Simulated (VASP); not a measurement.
Band structure of Al$_{2}$Cu (space group I4/mcm). Computed with PBE GGA, VASP's PBE PAW potentials (set 64) (plane waves; VASP).

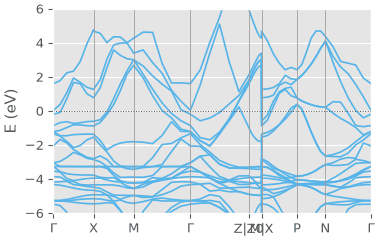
Figure: Bands along high-symmetry lines, zero at the valence-band maximum or, without a gap, the Fermi level

Read the plot: is there a gap, and where are the band edges?

It has no gap at this level: it comes out as a metal or semimetal.

The structure comes from a computed database's Al2Cu entry; how it stands against other phases isn't given here. The cell was not relaxed at this level.
